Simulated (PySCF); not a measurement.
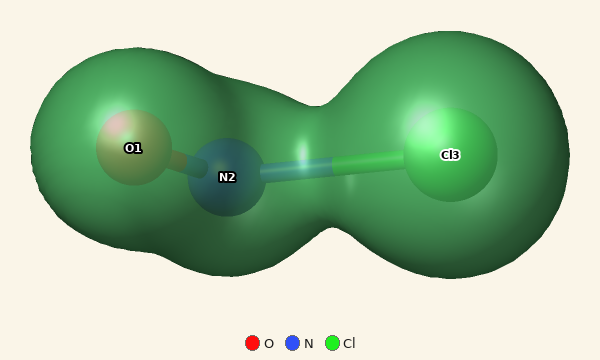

*ClNO. Isosurface of the electron density at 0.5 e/Å³ (green), seen from one side.*

Geometry: PBE0-D3(BJ)/def2-TZVP.

These are results of PBE0/pcSseg-2, SCF density, gas phase, non-relativistic in PySCF, not measurements.

Q: What does this surface tell about the bonding?

A: At this value the surface is in one piece. It bridges the sampled N–O (1.13 Å) and N–Cl (1.94 Å) contacts, where the density stays above the isovalue. On the grid the lowest density along these lines, outside the cores, is 4.4 e/Å³ (N–O, 1.13 Å) and 0.91 e/Å³ (N–Cl, 1.94 Å).
